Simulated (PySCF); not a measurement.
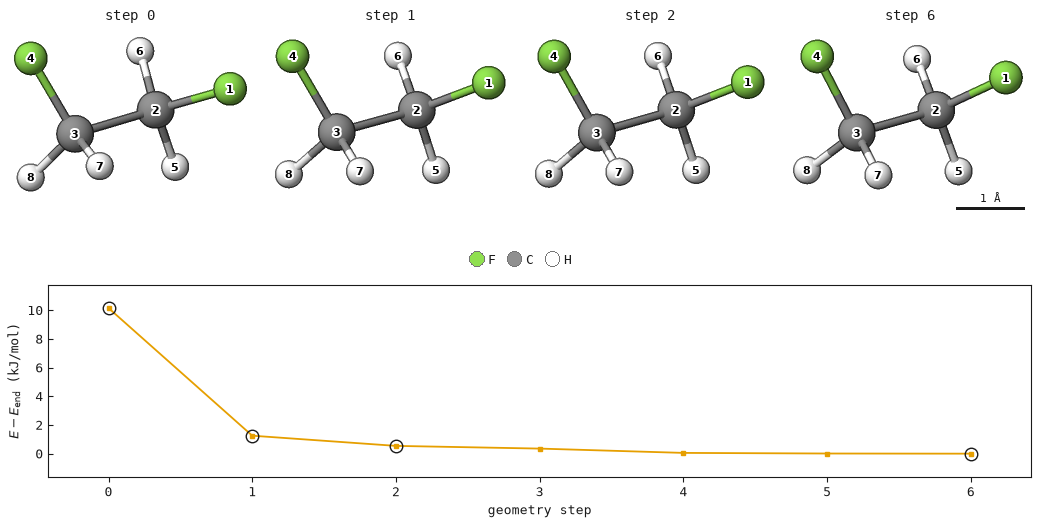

Frames of a relaxation of C2H4F2, marked on the history of the run. A ball-and-stick model, seen at a tilt.

The start comes from GFN2-xTB. Its atoms were then displaced at random by about 0.01 Å.

Method: PySCF 2.14.0, density-fitted response routines, PBE0-D3(BJ)/def2-SVP geometry optimisation, gas phase. 

Describe the path.

Answer. The largest moves after the best rigid fit, 0.18 Å, are those of F1 and F4. By element the largest moves are F 0.18 Å, H 0.17 Å, C 0.04 Å. Near-neighbour distances that change, for instance: C2–C3 1.535 → 1.501 Å, C3–F4 1.341 → 1.368 Å, C3–H8 1.078 → 1.105 Å, C2–H5 1.094 → 1.105 Å. Among the angles between lasting bonds that change: F1–C2–H5 105.7° → 109.1°, H7–C3–H8 111.6° → 108.6°, F1–C2–H6 106.9° → 109.0°. Over 6 geometry steps the energy falls by 10.2 kJ/mol. The run took 9.2 s on 1 thread of Intel(R) Xeon(R) Platinum 8488C (shared host). From step 0 to 1: F and H atoms move most (0.10 Å), energy −8.90 kJ/mol. From step 1 to 2: F4 moves most (0.02 Å), energy −0.71 kJ/mol. From step 2 to 6: F atoms move most (0.07 Å), energy −0.54 kJ/mol.

```
step  E − E(0), kJ/mol
   0              0.00
   1             -8.90
   2             -9.61
   3             -9.80
   4            -10.10
   5            -10.14
   6            -10.15
```
